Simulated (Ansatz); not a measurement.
# One shape, several levels: SiNH5 (Si(NH2)H3)

Aim: a comparison of 6 runs (UHF/STO-3G, BLYP/STO-3G, PBE0/STO-3G, UB3LYP/STO-3G, RPA@PBE/STO-3G, UMP2/STO-3G) of SiNH5 (Si(NH2)H3). 

The calculation is run with Ansatz 0.2.0.

49 further runs of the same task are left out: 49 set aside as unsound or not needed.

### 1 The structure to begin with

SiNH5 has 7 atoms, charge 0, and is taken as a singlet. As SMILES, `[H][Si]([H])([H])N`. The H5–Si1 distance was set to 1.825 Å, away from the relaxed value.

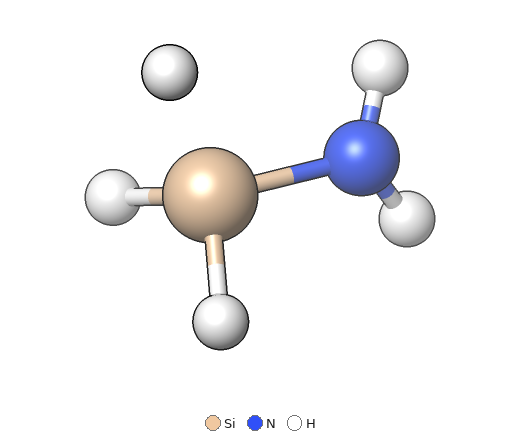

The structure, seen from a chosen angle (silicon light orange, nitrogen blue, hydrogen white).

### 2 A single-point energy at UHF/STO-3G (run 1)

job.yaml reads:

```yaml
crystal:
  periodic: [false, false, false]
  atoms:
    - {symbol: Si, position_ang: [-0.347820, 0.005455, -0.569846]}
    - {symbol: "N", position_ang: [-0.256470, 0.181765, 1.141704]}
    - {symbol: H, position_ang: [0.360550, -0.425115, 1.656934]}
    - {symbol: H, position_ang: [-1.110790, 0.310475, 1.658994]}
    - {symbol: H, position_ang: [1.387750, -0.009920, -1.135540]}
    - {symbol: H, position_ang: [-1.095050, 1.172425, -1.032956]}
    - {symbol: H, position_ang: [-1.020950, -1.216635, -1.040426]}
basis:
  gaussian: {orbitals: STO-3G}
magnetization: {spin_polarized: true}
hamiltonian: {xc: hf}
accuracy: high
```

Started as:

```console
$ ansatz run job.yaml --threads 1 --pin off --max-ram 2610MiB --events-out events.jsonl --progress --plain --runs-dir runs
```

Standard output:

```text
Warning: RAYON_NUM_THREADS=1 ignored (pool sized by the plan → 1); use --threads N
Functional definition: HF
  name "HF"
  exchange = exact_x
  correlation = 0
337 factors; integrals over basis functions are off by at most 1.6e-8 eV
mean field evaluation 1: about -9310.6681 eV, gradient 1.1e1 eV
mean field evaluation 2: about -9310.6990 eV, gradient 1.1e1 eV
mean field evaluation 4: about -9311.5369 eV, gradient 5.5e-1 eV
mean field evaluation 8: about -9311.5398 eV, gradient 1.9e-6 eV
mean field -9311.53980723 eV, -342.1927763275 hartree, gradient 6.5e-9 eV, S^2 0.000000; 0 other end points of the search recorded, 0 dependent functions left out
reference -9311.53980723 eV, -342.1927763275 hartree; 13, 13 occupied and 6, 6 virtual orbitals, 337 factors
Total energy: -9311.53980723 eV, -342.1927763275 hartree
```

Wall time 0.1 s (1 thread of Arm Neoverse V2, shared host).

### 3 The energy at BLYP/STO-3G (run 2)

run.yaml reads:

```yaml
crystal:
  periodic: [false, false, false]
  atoms:
    - symbol: Si
      position_ang: [-0.347820, 0.005455, -0.569846]
    - symbol: N
      position_ang: [-0.256470, 0.181765, 1.141704]
    - symbol: H
      position_ang: [0.360550, -0.425115, 1.656934]
    - symbol: H
      position_ang: [-1.110790, 0.310475, 1.658994]
    - symbol: H
      position_ang: [1.387750, -0.009920, -1.135540]
    - symbol: H
      position_ang: [-1.095050, 1.172425, -1.032956]
    - symbol: H
      position_ang: [-1.020950, -1.216635, -1.040426]
basis:
  gaussian: {orbitals: STO-3G}
hamiltonian: {xc: {name: BLYP}}
accuracy: high
```

Started as:

```console
$ ansatz run run.yaml --threads 1 --pin off --max-ram 2610MiB --events-out events.jsonl --progress --plain --runs-dir runs
```

Standard output:

```text
Warning: RAYON_NUM_THREADS=1 ignored (pool sized by the plan → 1); use --threads N
Functional definition: BLYP
  name "BLYP"
  parameter beta = 0.0042
  parameter a = 0.04918
  parameter b = 0.132
  parameter c = 0.2533
  parameter d = 0.349
  exchange = b88_x(beta = beta)
  correlation = lyp_c(a = a, b = b, c = c, d = d)
337 factors; integrals over basis functions are off by at most 1.6e-8 eV
mean field evaluation 1: about -9332.1128 eV, gradient 2.7e1 eV
mean field evaluation 2: about -9330.4168 eV, gradient 3.5e1 eV
mean field evaluation 4: about -9334.4733 eV, gradient 8.9e-1 eV
mean field evaluation 8: about -9334.4007 eV, gradient 1.3e-2 eV
mean field evaluation 16: about -9334.4007 eV, gradient 5.8e-9 eV
mean field -9334.40068127 eV, -343.0328979528 hartree, gradient 7.7e-9 eV, S^2 0.000000; 0 other end points of the search recorded, 0 dependent functions left out
reference -9334.40072084 eV, -343.0328994069 hartree; 13, 13 occupied and 6, 6 virtual orbitals, 337 factors
Total energy: -9334.40072084 eV, -343.0328994069 hartree
```

It took 1.1 s on 1 thread of Arm Neoverse V2, shared host; peak memory 0.098 GiB.

### 4 A single-point energy at PBE0/STO-3G (run 3)

in.yaml reads:

```yaml
crystal:
  periodic: [false, false, false]
  atoms:
    - {symbol: Si, position_ang: [-0.347820, 0.005455, -0.569846]}
    - {symbol: "N", position_ang: [-0.256470, 0.181765, 1.141704]}
    - {symbol: H, position_ang: [0.360550, -0.425115, 1.656934]}
    - {symbol: H, position_ang: [-1.110790, 0.310475, 1.658994]}
    - {symbol: H, position_ang: [1.387750, -0.009920, -1.135540]}
    - {symbol: H, position_ang: [-1.095050, 1.172425, -1.032956]}
    - {symbol: H, position_ang: [-1.020950, -1.216635, -1.040426]}
basis:
  gaussian: {orbitals: STO-3G}
total_charge: 0
hamiltonian: {xc: pbe0}
accuracy: high
```

Started as:

```console
$ ansatz run in.yaml --threads 1 --pin off --max-ram 2610MiB --events-out events.jsonl --progress --plain --runs-dir runs
```

Standard output:

```text
Warning: RAYON_NUM_THREADS=1 ignored (pool sized by the plan → 1); use --threads N
Functional definition: PBE0
  name "PBE0"
  parameter a = 0.25
  parameter kappa = 0.804
  parameter beta = 0.06672455060314922
  exchange = (1 - a)*pbe_x(kappa = kappa, mu = beta*pi^2/3) + a*exact_x
  correlation = pbe_c(beta = beta)
337 factors; integrals over basis functions are off by at most 1.6e-8 eV
mean field evaluation 1: about -9329.9472 eV, gradient 2.2e1 eV
mean field evaluation 2: about -9330.3753 eV, gradient 1.9e1 eV
mean field evaluation 4: about -9331.4886 eV, gradient 2.8e-1 eV
mean field evaluation 8: about -9331.4400 eV, gradient 3.9e-4 eV
mean field evaluation 16: about -9331.4400 eV, gradient 6.1e-9 eV
mean field -9331.43998909 eV, -342.9240945218 hartree, gradient 6.1e-9 eV, S^2 0.000000; 0 other end points of the search recorded, 0 dependent functions left out
reference -9331.43999063 eV, -342.9240945786 hartree; 13, 13 occupied and 6, 6 virtual orbitals, 337 factors
Total energy: -9331.43999063 eV, -342.9240945786 hartree
```

Wall time 1 s (1 thread of Arm Neoverse V2, shared host); peak memory 0.098 GiB.

Runs 4 to 5 aren't shown in full; the table further down has their settings and results.

### 5 The energy at UMP2/STO-3G (run 6)

molecule.yaml reads:

```yaml
crystal:
  periodic: [false, false, false]
  atoms:
    - {symbol: Si, position_ang: [-0.347820, 0.005455, -0.569846]}
    - {symbol: N, position_ang: [-0.256470, 0.181765, 1.141704]}
    - {symbol: H, position_ang: [0.360550, -0.425115, 1.656934]}
    - {symbol: H, position_ang: [-1.110790, 0.310475, 1.658994]}
    - {symbol: H, position_ang: [1.387750, -0.009920, -1.135540]}
    - {symbol: H, position_ang: [-1.095050, 1.172425, -1.032956]}
    - {symbol: H, position_ang: [-1.020950, -1.216635, -1.040426]}
basis:
  gaussian: {orbitals: STO-3G}
magnetization: {spin_polarized: true}
correlation: {method: mp2, frozen_orbitals: {H: 0, "N": 1, Si: 5}}
accuracy: high
```

Started as:

```console
$ ansatz run molecule.yaml --threads 1 --pin off --max-ram 2610MiB --events-out events.jsonl --progress --plain --runs-dir runs
```

Standard output:

```text
Warning: RAYON_NUM_THREADS=1 ignored (pool sized by the plan → 1); use --threads N
[... 4 set-up lines as earlier in the session ...]
337 factors; integrals over basis functions are off by at most 1.6e-8 eV
mean field evaluation 1: about -9310.6681 eV, gradient 1.1e1 eV
mean field evaluation 2: about -9310.6990 eV, gradient 1.1e1 eV
mean field evaluation 4: about -9311.5369 eV, gradient 5.5e-1 eV
mean field evaluation 8: about -9311.5398 eV, gradient 1.9e-6 eV
mean field -9311.53980723 eV, -342.1927763275 hartree, gradient 6.5e-9 eV, S^2 0.000000; 0 other end points of the search recorded, 0 dependent functions left out
6 core orbitals not correlated: weight in the atoms' cores, before any rotation towards them, 1.000 or more for the frozen orbitals, at most 0.000 for the correlated occupied ones
reference -9311.53980723 eV, -342.1927763275 hartree; 7, 7 occupied and 6, 6 virtual orbitals, 337 factors
second order -2.50337821 eV of doubles, -0.00000000 eV of singles
Total energy: -9314.04318544 eV, -342.2847737797 hartree
```

It took 0.1 s on 1 thread of Arm Neoverse V2, shared host.

### 6 Overview of the runs

```csv
run,level,frozen core orbitals,energy (Eh),wall time
1,UHF/STO-3G,–,-342.192776,0.1 s
2,BLYP/STO-3G,–,-343.032899,1.1 s
3,PBE0/STO-3G,–,-342.924095,1 s
4,UB3LYP/STO-3G,–,-343.112986,1.8 s
5,RPA@PBE/STO-3G,6,-342.385596,1.6 s
6,UMP2/STO-3G,6,-342.284774,0.1 s
```

### 7 Results

| quantity | value |
| --- | --- |
| run 6: total energy | -342.28477 Eh |
| run 6: correlation energy (6 core orbitals frozen) | -92.0 mEh |

**Reading.** Totals of different functionals can't be ranked against each other. In runs 1, 2, 3, 4, 5, 6 the basis is minimal, so the values are rough. All runs together took 5.6 s, the longest 1.8 s.
